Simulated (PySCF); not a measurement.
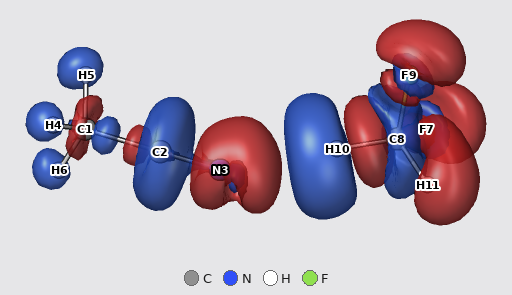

*C₃H₅F₂N, SMILES `CC#N.FCF`. Density of the complex less the densities of the two fragments at the same geometry, ±0.002 e/Å³ (red: gain, blue: loss). Fragment A: H3C2N (atoms 1–6); fragment B: H2CF2.*

Method: PBE/def2-SVPD; geometry: GFN2-xTB; program: PySCF.

Question: Which way does charge flow?

Answer: Hirshfeld charges show 0.018 e passing from A to B. By Hirshfeld charges, electrons gather most on F7 (−0.011 e) and leave H10 most (+0.020 e); 0.08 e is displaced in all, which induces a dipole of 0.82 D.

Question: What is the interaction energy, and which contacts carry it?

Answer: The counterpoise-corrected interaction energy of the frozen fragments is −1.7 kcal/mol without dispersion correction and −2.3 kcal/mol with D3(BJ). The pair geometry is semi-empirical, not a minimum at this level. Contacts: N3···H10, weak C–H hydrogen bond, 2.12 Å, ρ = 0.021 a.u. The pose is a local one from a semi-empirical search, not shown to be the most stable.
